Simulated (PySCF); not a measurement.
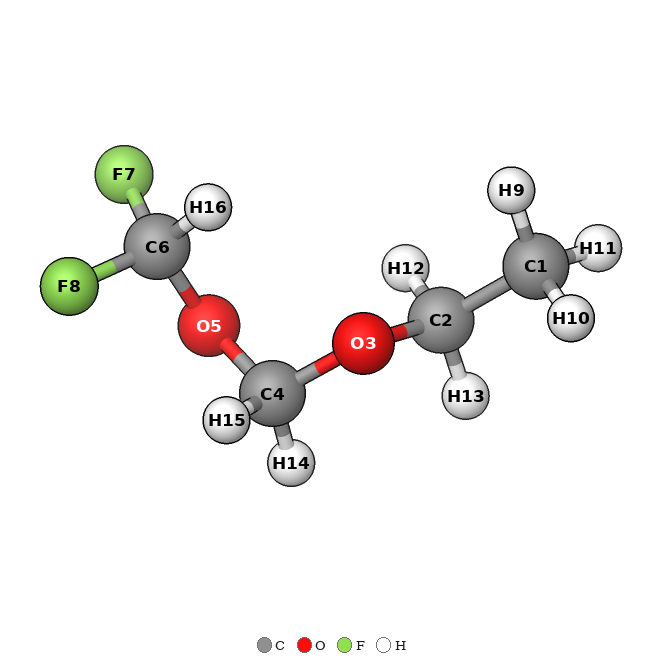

Computed geometry: PBE0-D3(BJ)/def2-SVP optimisation. No frequency run is at hand to confirm it as a minimum. Method: GIAO PBE0/pcSseg-1 NMR shielding, non-relativistic, gas phase (PySCF 2.14.0), and the same with a continuum solvent (IEF-PCM, Bondi radii x 1.2, gas-phase geometry).

How do dipole (D), HOMO–LUMO gap (eV), σ(F7) (ppm), σ(F8) (ppm), σ(O5) (ppm) change in dichloromethane (ε = 8.9), methanol (ε = 32.6)?

```json
{"medium": "gas phase", "dipole (D)": "2.75", "HOMO–LUMO gap (eV)": "9.82", "σ(F7) (ppm)": "286.3", "σ(F8) (ppm)": "282.0", "σ(O5) (ppm)": "196.9"}
{"medium": "dichloromethane", "dipole (D)": "3.10", "HOMO–LUMO gap (eV)": "9.92", "σ(F7) (ppm)": "291.4", "σ(F8) (ppm)": "286.2", "σ(O5) (ppm)": "199.9"}
{"medium": "methanol", "dipole (D)": "3.15", "HOMO–LUMO gap (eV)": "9.94", "σ(F7) (ppm)": "292.1", "σ(F8) (ppm)": "286.7", "σ(O5) (ppm)": "200.4"}
```
